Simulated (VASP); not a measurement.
Band structure of CsSnI₃ (cubic perovskite). These are PBE GGA with D3 dispersion (Becke-Johnson damping), VASP's PBE PAW potentials (set 64) (plane waves; VASP) values and carry that method's errors.

Unless said otherwise, spin-orbit coupling is left out, though it shifts the bands of the heavy elements here.

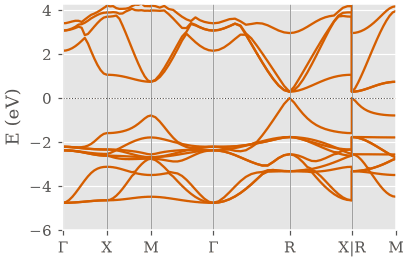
Figure: Bands along high-symmetry lines, zero at the valence-band maximum or, without a gap, the Fermi level

Task: Read the plot: is there a gap, and where are the band edges?

Result: The gap is direct, 0.29 eV, from the valence maximum at R to the conduction minimum at R. (Edges off the drawn lines would not show.)

The compound is CsSnI3 in the cubic perovskite structure, the ideal cubic form; the compound distorts at low or room temperature. It was relaxed first.
